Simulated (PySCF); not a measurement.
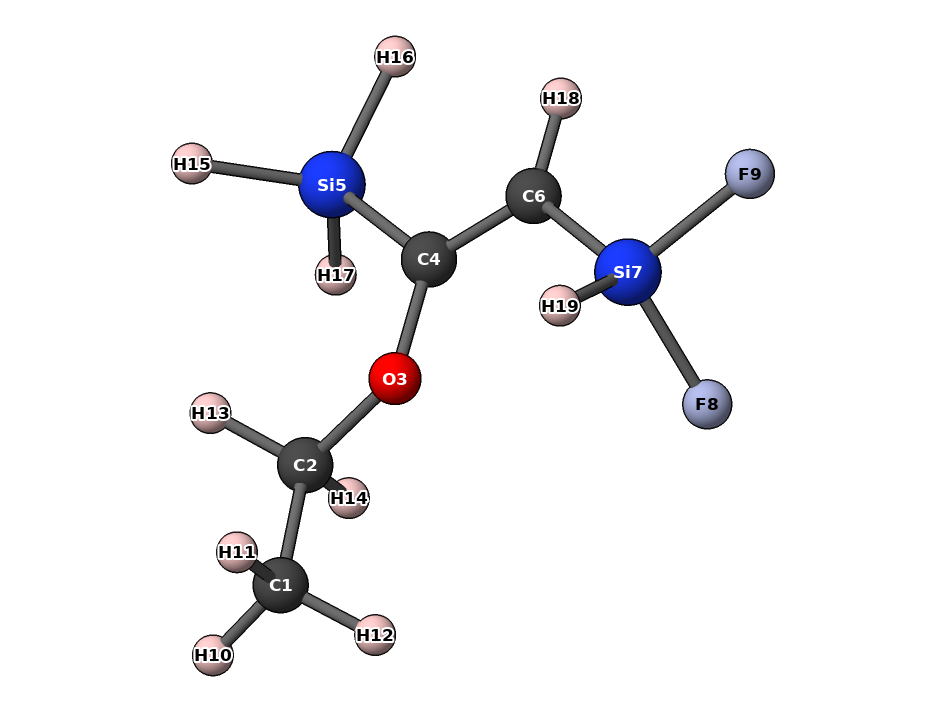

The questions are on isotropic NMR shieldings of the C atoms. The geometry was computed by an optimisation with GFN2-xTB. No frequency run is at hand to confirm it as a minimum. Properties computed with GIAO PBE0/pcSseg-1 NMR shielding, non-relativistic, gas phase (PySCF 2.14.0).

Q: Which C atom is the most shielded (lowest chemical shift)?

A: C1 (169.1 ppm).

Q: Which C atom is the least shielded (highest chemical shift)?

A: C4 (2.3 ppm).

Q: How wide is the range of C shifts?

A: 166.8 ppm.

List the isotropic NMR shieldings of the C atoms.

| atom | σ (ppm) |
| --- | --- |
| C1 | 169.1 |
| C2 | 117.9 |
| C4 | 2.3 |
| C6 | 67.9 |

The geometry is semi-empirical. Around Si such bond lengths and angles can be off by a tenth of an ångström or more and by several degrees, and values that hang on the shape move with them.
